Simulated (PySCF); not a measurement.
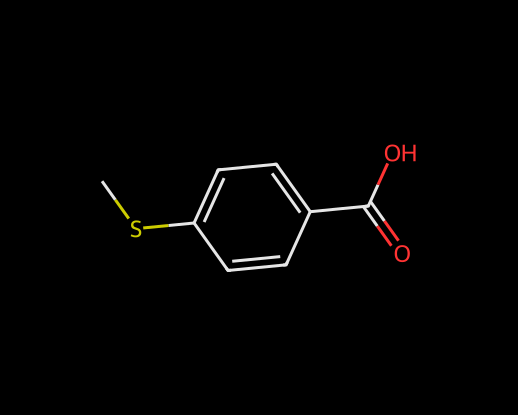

Transcribe the drawing into SMILES.

Answer. CSc1ccc(C(=O)O)cc1

Give the formula, hydrogens included.

Answer. C8H8O2S.

The parts below concern this one geometry. Atoms keep their numbers from picture to picture. The geometry was computed by an optimisation with PBE0-D3(BJ)/def2-SVP. No frequency run is at hand to confirm it as a minimum.

Geometry

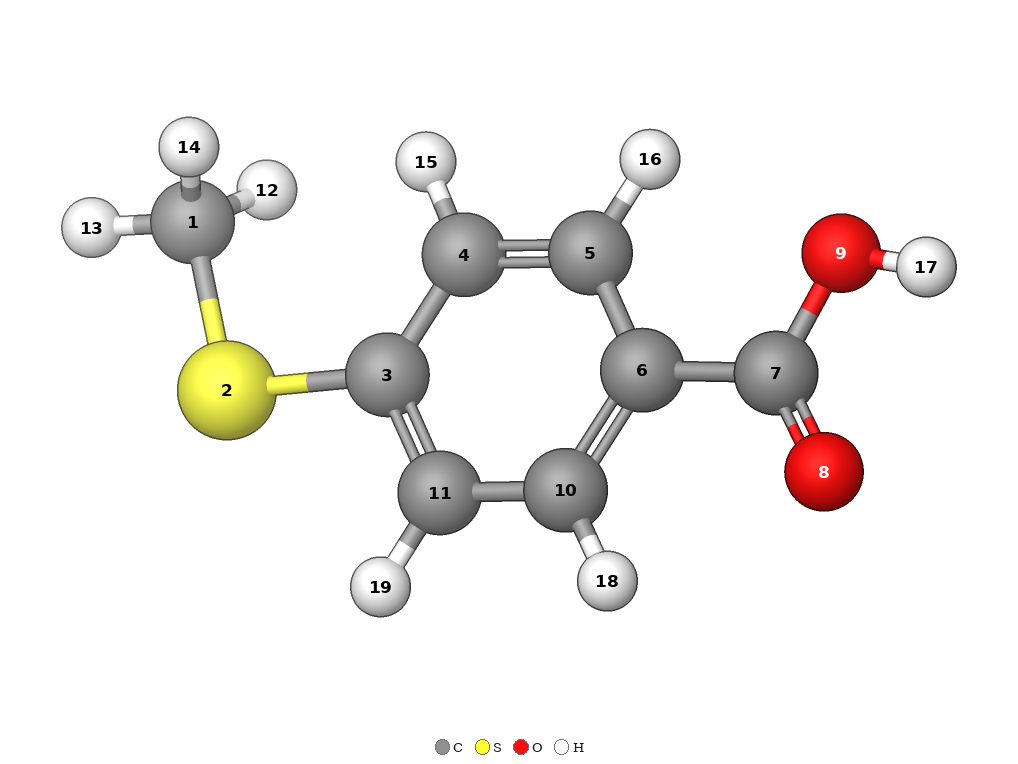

Numbered structure. No frequency run is at hand to confirm it as a minimum.

Estimate the angles S2–C1–H13, S2–C1–H14, S2–C3–C4, C3–C4–H15, C3–C11–C10, C4–C3–C11, C5–C4–H15, C5–C6–C10, C6–C5–H16, C6–C10–C11, C6–C10–H18, C10–C11–H19.

```csv
angle,degrees
S2–C1–H13,105.5
S2–C1–H14,111.7
S2–C3–C4,124.5
C3–C4–H15,120.8
C3–C11–C10,120.3
C4–C3–C11,119.2
C5–C4–H15,119.1
C5–C6–C10,119.2
C6–C5–H16,119.4
C6–C10–C11,120.5
C6–C10–H18,118.4
C10–C11–H19,120.1
```

NMR shielding

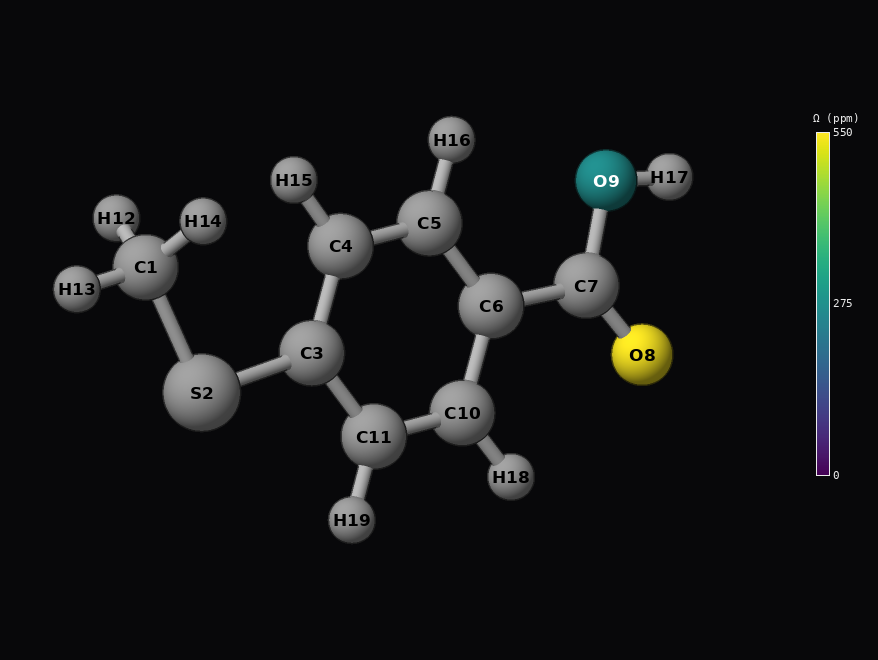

The O atoms are coloured by the span of their shielding tensor. No frequency run is at hand to confirm it as a minimum. Properties computed with GIAO PBE0/pcSseg-1 NMR shielding, non-relativistic, IEF-PCM chloroform (PySCF 2.14.0). Principal shieldings σ11 ≤ σ22 ≤ σ33, span Ω = σ33 − σ11, skew κ = 3(σiso − σ22)/Ω.

Which O atom has the most anisotropic shielding?

Answer. O8, with a span of 547 ppm.

Give the shielding tensors of the O atoms.

```csv
atom,σ11,σ22,σ33,σiso,Ω,κ
O8,−257.0,−182.7,289.7,−50.0,546.7,0.73
O9,−16.6,168.5,253.2,135.0,269.8,−0.37
```

Shieldings and span in ppm.

Electronic properties

No frequency run is at hand to confirm it as a minimum. Properties computed with PBE0/pcSseg-1 in benzene (IEF-PCM) (PySCF 2.14.0).

Predict the main results.

- dipole moment: 3.95 D
- HOMO energy (Kohn–Sham orbital): −6.43 eV
- LUMO energy (Kohn–Sham orbital): −1.44 eV
- HOMO–LUMO gap: 4.98 eV

Bond orders

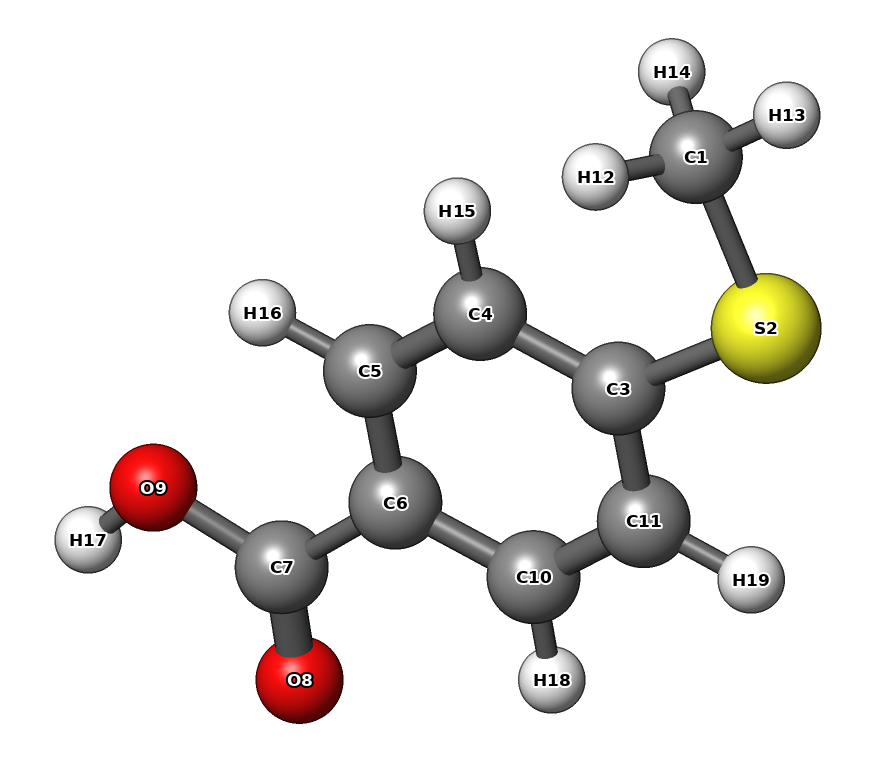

The thickness of each stick grows with its Mayer bond order. No frequency run is at hand to confirm it as a minimum. Computed with PBE0/pcSseg-1 in benzene (IEF-PCM) (PySCF 2.14.0).

Which bond between heavy atoms has the highest Mayer bond order?

Answer. C7–O8, 1.93, at a length of 1.207 Å.

List the Mayer bond orders of C1–S2, S2–C3, C3–C4, C3–C11, C4–C5, C5–C6, C6–C7, C6–C10, C7–O8, C7–O9, C10–C11 (bonds between heavy atoms, one of each equivalent set). Atoms whose distances differ by more than 0.02 Å in this geometry are listed apart.

```
   bond  Mayer order  length (Å)
  C1–S2         1.01       1.798
  S2–C3         1.10       1.754
  C3–C4         1.32       1.402
 C3–C11         1.33       1.407
  C4–C5         1.45       1.391
  C5–C6         1.35       1.397
  C6–C7         0.99       1.480
 C6–C10         1.37       1.401
  C7–O8         1.93       1.207
  C7–O9         1.15       1.343
C10–C11         1.48       1.384
```

Ring current

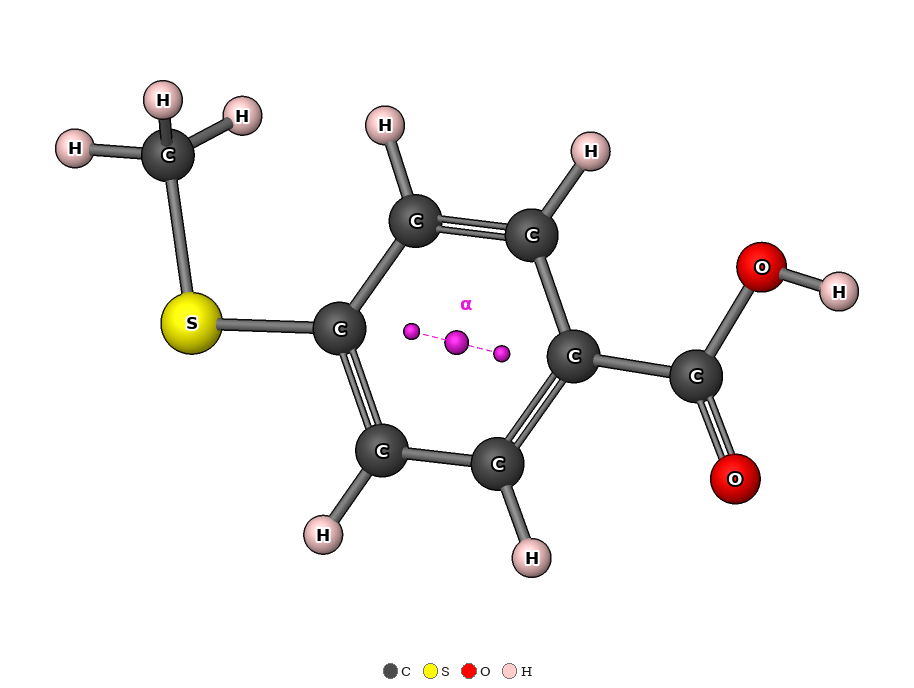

The small points mark where nucleus-independent chemical shifts (NICS) were computed: at the centre of each lettered ring and 1 Å above and below it. No frequency run is at hand to confirm it as a minimum. Level of theory: GIAO PBE0/pcSseg-1 NMR shielding, non-relativistic, IEF-PCM benzene (PySCF 2.14.0).

Give NICS(0), NICS(1) and the out-of-plane component NICS(1)zz for each ring (means of the two sides).

```tsv
ring	members	NICS(0)	NICS(1)	NICS(1)zz
α	C6	−7.5	−10.4	−24.3
```

Values in ppm.

What do the values say about the ring currents?

Answer. Ring α: diatropic, as in an aromatic ring. NICS is one index among several.
